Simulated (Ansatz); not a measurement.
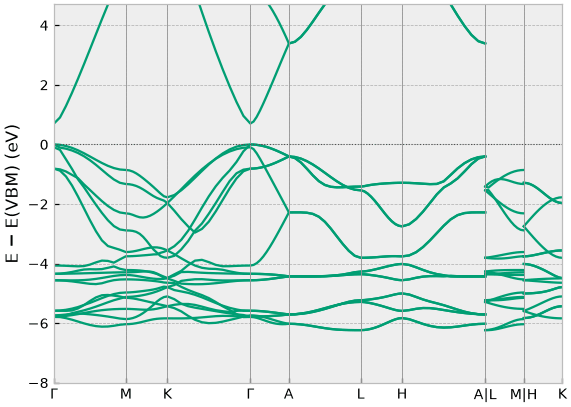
Band structure from the program Ansatz at the PBEsol level (PAW)

**Question.** Read off the gap and where the band edges lie.

**Answer.** About 0.7 eV (0.70 eV by a search for the band edges); maximum at Γ, minimum at Γ.

The material is ZnO (wurtzite, P6_3mc).

The PBEsol relaxation kept the symmetry of its start.

Potentials: the later of the program's two PAW sets.
